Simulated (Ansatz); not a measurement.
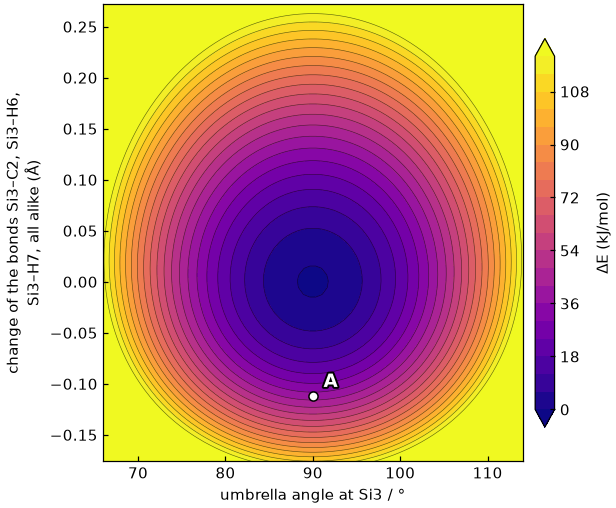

CH4FSi, SMILES FC[SiH2+], charge +1. 
- The first coordinate is: umbrella angle at Si3 (between each of its bonds and their common axis; 90 is planar); the second: change of the bonds Si3–C2, Si3–H6, Si3–H7, all alike.
- Nothing is relaxed (all other coordinates rigid).
- The grid has 15 × 15 points; 120 points were computed and 105 follow by symmetry.
- Points are written as (first, second).
- Energies are in kJ/mol, from the lowest grid point.
- All numbers below come from Ansatz 0.2.0, RKS B3LYP-D4/def2-TZVP.

Drawn: filled contours, one colour for all values above the top of the scale, the point A. Between grid points the surface is interpolated.

**Is A at rest? If not, where is it pushed?**

A, at (90.0°, −0.112 Å), is not a stationary point. The computed force is nearly zero along the first coordinate and 770 kJ/mol for each Å towards larger values of the second coordinate.
